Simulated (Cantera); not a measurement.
A closed system holds: 1 mol C₃H₈, 0.21 mol O₂, 2.4 mol N₂, at 750 Torr.

These are equilibrium values from Cantera (NASA tables, ideal gas, pure condensed phases), not measurements of a reactor. Candidate condensed phases: C, C₆H₆, C₇H₈, C₈H₁₈, H₂O; 136 gas species. The numbers say what is thermodynamically allowed, not how fast it happens.

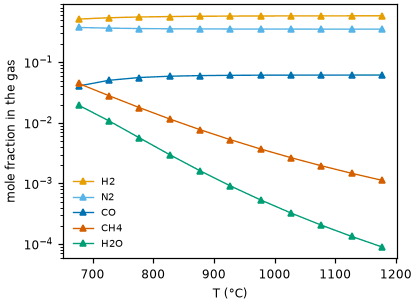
Equilibrium gas composition (values under 1e-9 drawn at 1e-9)

From 677 °C to 1177 °C the condensed part is C(graphite). The main C-bearing gas is CH₄ at 677 °C and CO at 1177 °C. The share of C in condensed phases is highest at 1177 °C (85.7 %) and lowest at 677 °C (81.2 %).
